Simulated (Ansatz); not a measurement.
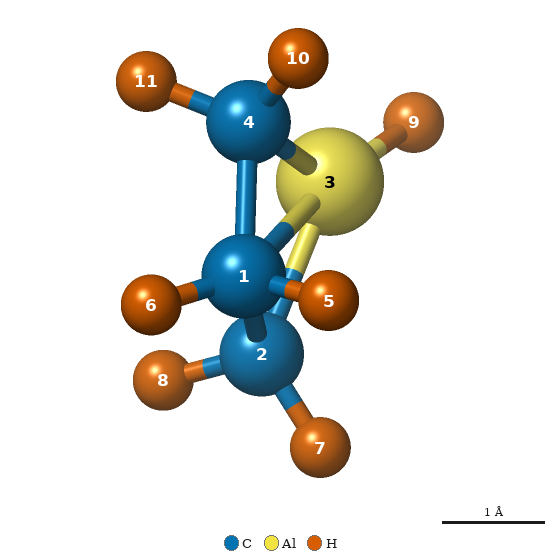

The atoms are numbered. The geometry was computed by an optimisation with PBE0-D4/def2-TZVP.

### Which bond is the longest?

C1–Al3, 2.391 Å.

### What is the dihedral angle C4–C1–Al3–C2?

160° in size, that is anti.
